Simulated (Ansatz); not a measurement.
**CH8GaNO: density, localisation and related maps**

The calculation's input:

```
crystal:
  periodic: [false, false, false]
  atoms:
    - {symbol: C, position_ang: [-0.825756, 0.665817, 1.026546]}
    - {symbol: Ga, position_ang: [-1.418717, 0.469219, -0.856802]}
    - {symbol: N, position_ang: [-0.518906, -1.416362, -1.412360]}
    - {symbol: O, position_ang: [-0.277586, 1.246176, -2.088058]}
    - {symbol: H, position_ang: [0.273998, 0.615591, 1.087564]}
    - {symbol: H, position_ang: [-1.250029, -0.112271, 1.682663]}
    - {symbol: H, position_ang: [-1.135005, 1.643406, 1.430644]}
    - {symbol: H, position_ang: [-2.924406, 0.321680, -1.332304]}
    - {symbol: H, position_ang: [-1.127495, -2.107424, -1.852390]}
    - {symbol: H, position_ang: [0.038832, -1.880316, -0.694051]}
    - {symbol: H, position_ang: [0.110177, -1.027915, -2.123543]}
    - {symbol: H, position_ang: [-0.697432, 1.855469, -2.705746]}
basis:
  gaussian: {orbitals: def2-TZVPD}
hamiltonian: {xc: pbe0}
output: {forces: true, orbitals: {seedname: orbitals}}
```

Command:

```sh
ansatz run input.yaml --threads 2 --pin off --max-ram 4350MiB --events-out events.jsonl --progress --plain --runs-dir runs
```

Geometry: B3LYP-D3(BJ)/def2-SVP.

Computed with Ansatz, isolated molecule in a Gaussian basis; Kohn-Sham density functional theory, functional PBE0.

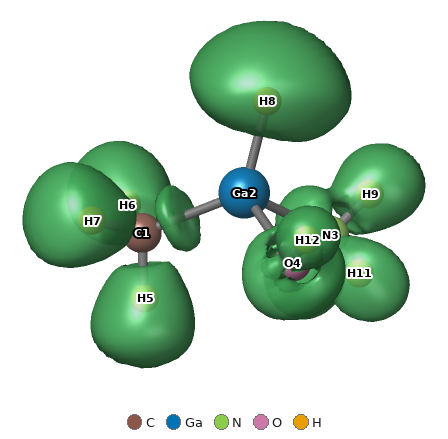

Figure 1. Isosurface of the ELF at 0.8 (green), seen from one side. Only the valence region is drawn (cores and ρ < 0.01 e/Å³ removed).

### Where are the electrons localised?

At this value the surface marks out four regions around hydrogen nuclei, one lobe of the valence shell of C pointing towards Ga (polar bonds), one joined region spread over several atoms (H, N), in which their bonds and any lone pairs are merged and one joined region spread over several atoms (H, O), in which their bonds and any lone pairs are merged. Along the contacts the grid gives the following. Ga–O (1.85 Å): the ELF peaks at about 0.85 in the valence shell of O, 0.6 Å from its nucleus, and is about 0.25 at the midpoint. C–Ga (1.98 Å): the ELF peaks at about 0.90 in the valence shell of C, 0.6 Å from its nucleus, and is about 0.55 at the midpoint.

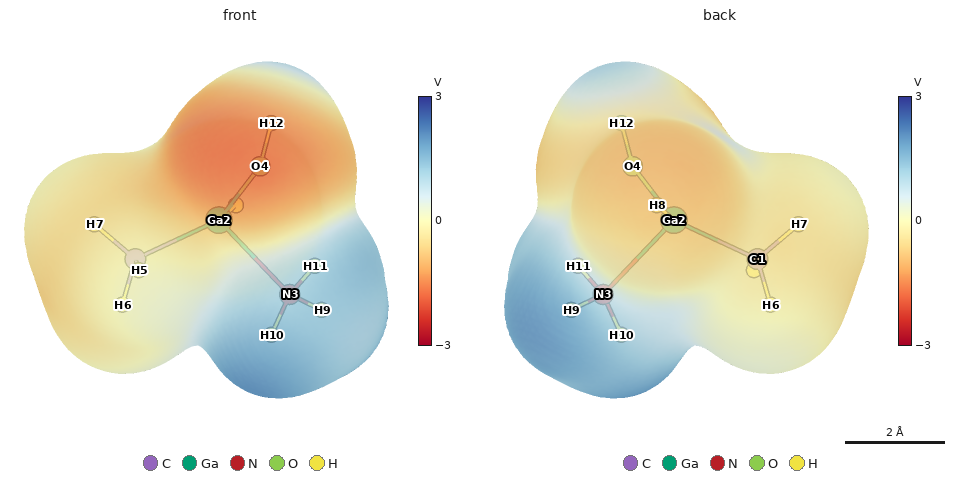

Figure 2. The molecular electrostatic potential painted on the density surface at 0.001 e/bohr³, seen from the front and from behind; red is negative and blue positive.

### Where is the surface potential most negative and most positive?

The most negative region (about −1.8 V) lies over O4, the most positive (about +2.0 V) over H9 and H10. O4 is the likeliest acceptor of a hydrogen bond.

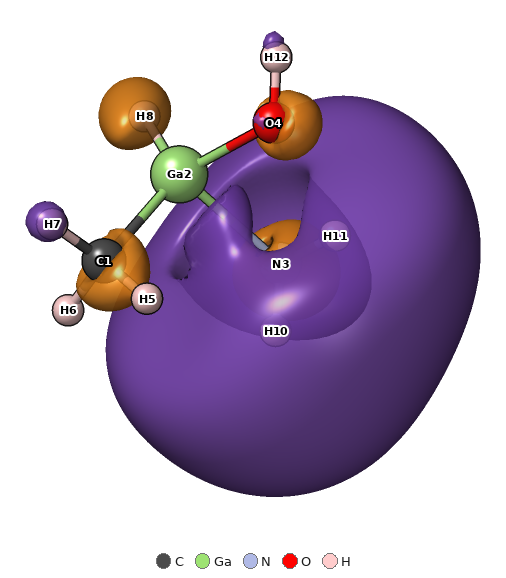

Figure 3. The LUMO at ±0.06 Å⁻³ᐟ² (orange and purple are the two phases), seen at an oblique angle.

### Describe this orbital and give its energy.

It lies mainly on H9 (about 25 %), H10 (about 20 %), Ga2 (about 15 %), H11 (about 10 %) and N3 (about 10 %). Its energy is −0.37 eV.

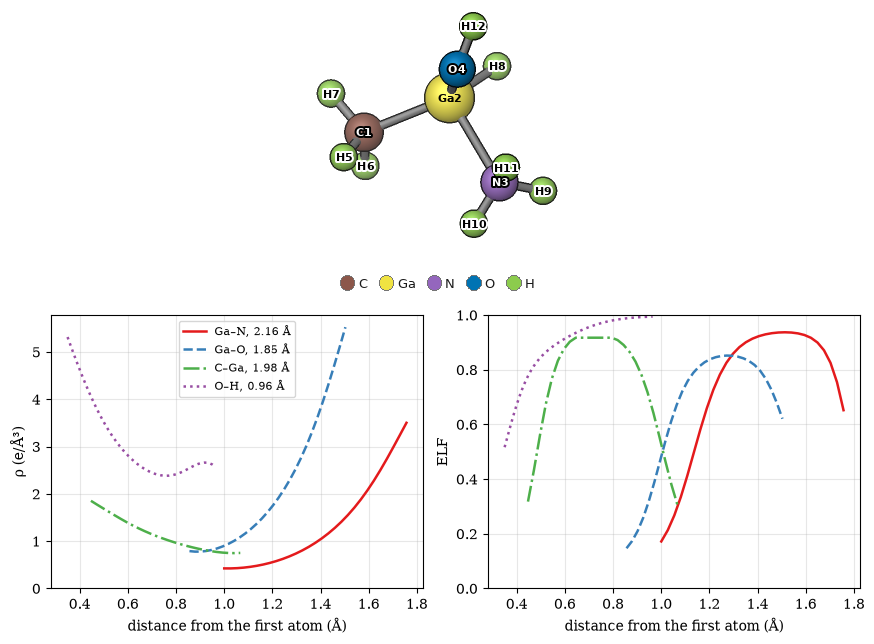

Figure 4. Total electron density and ELF along straight lines between neighbouring atoms. The curves leave out the atomic cores. The structure is drawn too.

### What can be read from the curves?

Ga–N (2.16 Å): ρ is about 0.44 e/Å³ halfway; the ELF peaks at about 0.95 in the valence shell of N, 0.6 Å from its nucleus, and is about 0.35 at the midpoint.
Ga–O (1.85 Å): ρ is about 0.79 e/Å³ halfway; the ELF peaks at about 0.85 in the valence shell of O, 0.6 Å from its nucleus, and is about 0.25 at the midpoint.
C–Ga (1.98 Å): the density is about 0.76 e/Å³ at the midpoint; the ELF peaks at about 0.90 in the valence shell of C, 0.6 Å from its nucleus, and is about 0.55 at the midpoint.
O–H (0.96 Å): ρ is about 3.7 e/Å³ halfway; the ELF climbs to about 1 towards the hydrogen, as it does in any bond to H: an ordinary covalent bond to hydrogen.
